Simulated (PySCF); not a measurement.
# C3H12BPSi: excited-state calculation

C3H12BPSi, computed with TDDFT PBE0/def2-SVPD, vertical, gas phase, core orbitals frozen in the response (PySCF 2.14.0).

The geometry comes from this level: GFN2-xTB.

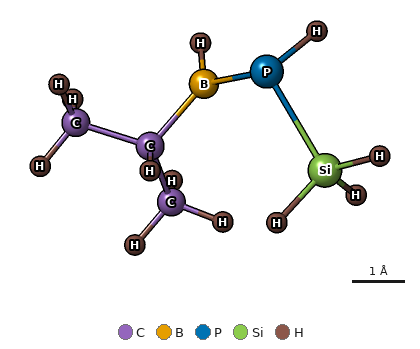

**Figure 1.** The structure as given in the input (ball-and-stick view, seen at a tilt).

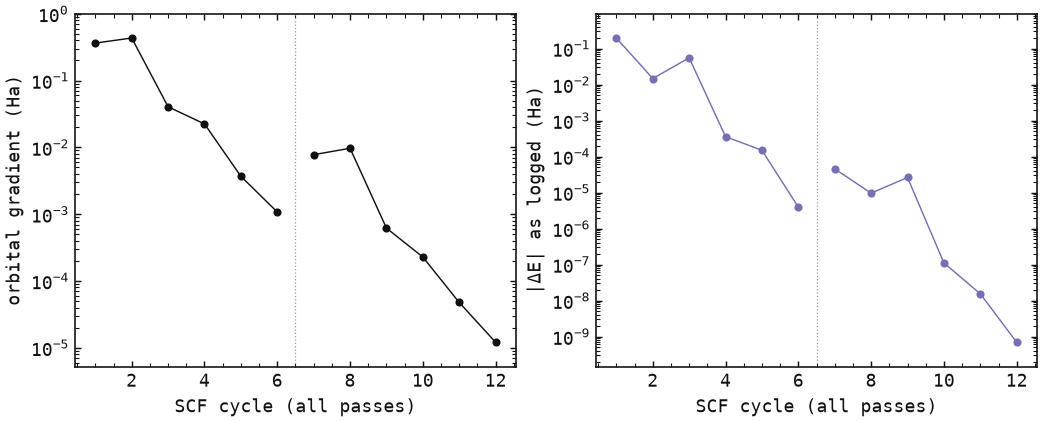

**Figure 2.** Convergence of the self-consistent field: orbital gradient and size of the energy change against the SCF cycle. The dotted line marks the change from a coarse to the final integration grid. The first 6 cycles use a coarse grid, the final grid takes over at cycle 7, and the field converges after 12 cycles in all.

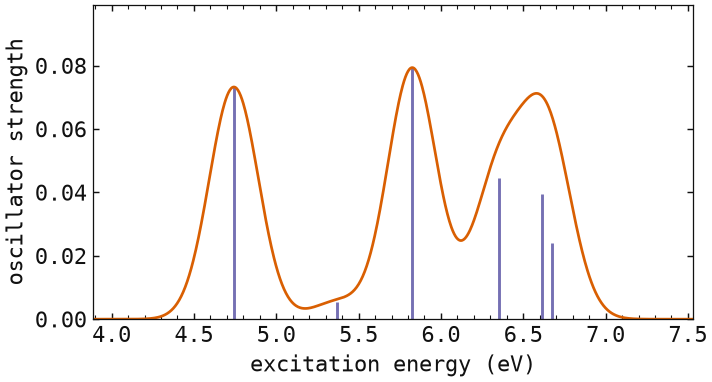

**Figure 3.** Computed excitations as sticks (degenerate states added up, dark ones marked on the axis), with a Gaussian envelope of 0.35 eV full width at half maximum, scaled to the tallest. Of the 6 states the lowest lies at 4.74 eV (f = 0.073); the strongest line is at 5.83 eV, or 213 nm (f = 0.079).

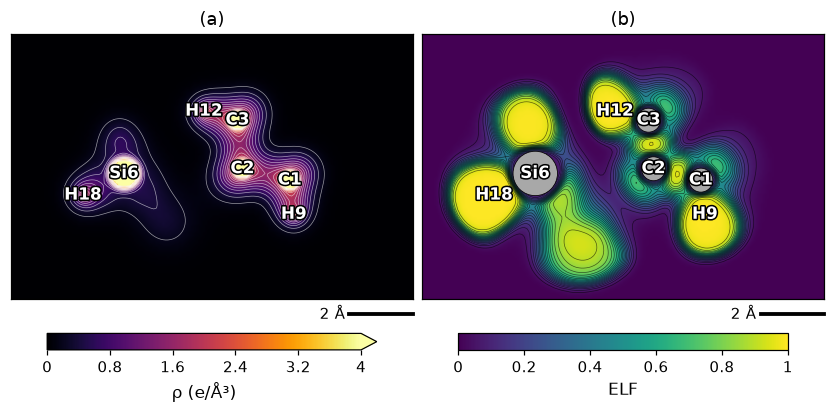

**Figure 4.** (a) electron density; (b) electron localisation function on the plane of atoms C1, C2 and C3. Grey discs, where drawn, cover atomic cores. Atoms in the plane: C, Si and H. C–H (1.09 Å): ρ at the midpoint is about 2 e/Å³; the ELF climbs to about 1 towards the hydrogen, as it does in any bond to H; a covalent bond by its length.

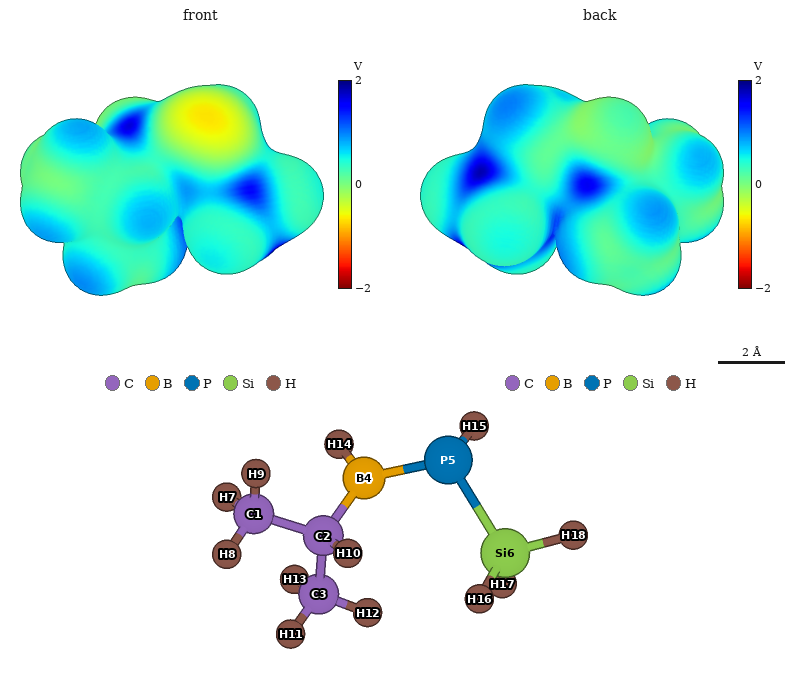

**Figure 5.** The molecular electrostatic potential painted on the density surface at 0.004 e/bohr³, seen face on and from behind; the colour scale runs from red (negative) to blue (positive). The bare structure is drawn below in the same view.

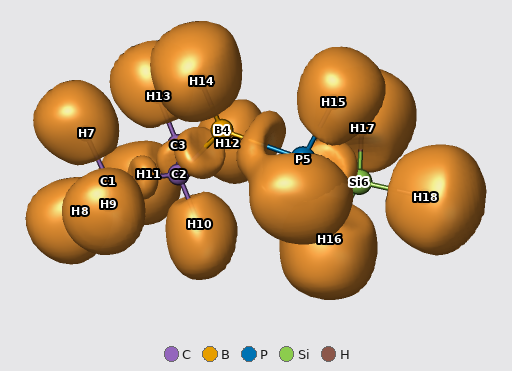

**Figure 6.** Isosurface of the ELF at 0.8 (orange), seen from the side. Only the valence region is drawn (cores and ρ < 0.01 e/Å³ removed). Along the contacts the grid gives the following. C–B (1.59 Å): the ELF peaks at about 1 between the atoms (a covalent bond).

The input and output of the run follow.

**Input**
```
{"job": {"kind": "uv", "xc": "PBE0", "basis": "def2-SVPD", "nstates": 6, "ntriplets": 2}, "charge": 0, "multiplicity": 1}
C     -2.301080     0.813753    -0.119771
C     -0.917595     0.200410     0.128890
C     -0.998472    -1.325022    -0.045341
B      0.186249     0.783404    -0.857177
P      1.797979     1.371944    -0.183283
Si     2.679080    -0.316670     0.963632
H     -2.622521     0.624594    -1.141886
H     -3.039763     0.387166     0.558050
H     -2.273893     1.890419     0.035605
H     -0.656025     0.391447     1.178247
H     -1.756967    -1.743741     0.614713
H     -0.042076    -1.790661     0.188589
H     -1.260210    -1.575261    -1.071586
H     -0.058053     0.922833    -1.995120
H      2.609695     1.348527    -1.299268
H      1.846411    -0.534191     2.145323
H      2.778045    -1.568347     0.202466
H      4.020439     0.125713     1.339632
```

The first line tells a small driver script what to run in PySCF; the rest is the geometry in Å.

Run as:
```bash
OMP_NUM_THREADS=1 python <driver script> task.json out
```

**Output**
```
coarse grid: 15032 points
cycle   1  E = -776.3637730809  dE =  1.958e-01  |g| = 3.638e-01  |ddm| = 5.657e+00
cycle   2  E = -776.3490994536  dE =  1.467e-02  |g| = 4.333e-01  |ddm| = 1.346e+00
cycle   3  E = -776.4041261027  dE = -5.503e-02  |g| = 4.051e-02  |ddm| = 7.053e-01
cycle   4  E = -776.4044821037  dE = -3.560e-04  |g| = 2.243e-02  |ddm| = 1.144e-01
cycle   5  E = -776.4046309335  dE = -1.488e-04  |g| = 3.687e-03  |ddm| = 4.843e-02
cycle   6  E = -776.4046348505  dE = -3.917e-06  |g| = 1.078e-03  |ddm| = 1.002e-02
final grid: 133152 points
cycle   7  E = -776.4986346490  dE = -4.543e-05  |g| = 7.770e-03  |ddm| = 1.377e-01
cycle   8  E = -776.4986250568  dE =  9.592e-06  |g| = 9.696e-03  |ddm| = 2.748e-02
cycle   9  E = -776.4986512172  dE = -2.616e-05  |g| = 6.186e-04  |ddm| = 1.495e-02
cycle  10  E = -776.4986513278  dE = -1.106e-07  |g| = 2.284e-04  |ddm| = 1.536e-03
cycle  11  E = -776.4986513431  dE = -1.535e-08  |g| = 4.769e-05  |ddm| = 5.052e-04
cycle  12  E = -776.4986513438  dE = -6.899e-10  |g| = 1.209e-05  |ddm| = 1.488e-04
converged SCF energy = -776.4986513438

Static polarisability (au): isotropic 107.643, principal 88.361 105.015 129.553

Singlet excitations
state   eV       nm        f      main configurations
  1   4.7426    261.4   0.07339   H->L 0.91
  2   5.3715    230.8   0.00554   H-1->L 0.94
  3   5.8255    212.8   0.07937   H-2->L 0.89
  4   6.3497    195.3   0.04462   H->L+1 0.90
  5   6.6122    187.5   0.03937   H->L+2 0.87
  6   6.6754    185.7   0.02394   H-3->L 0.89

Triplet excitations (Tamm-Dancoff, eV): 3.6801 4.8702
```

**Summary**

```csv
quantity,value
outcome,converged
total energy,−776.498651 hartree
HOMO,−7.25 eV
LUMO,−1.44 eV
dipole moment,0.76 D
mean polarisability,107.64 a.u.
lowest singlet excitation,4.74 eV
hardware,"1 CPU thread, shared host"
wall time,24 s
peak memory,0.87 GiB
```
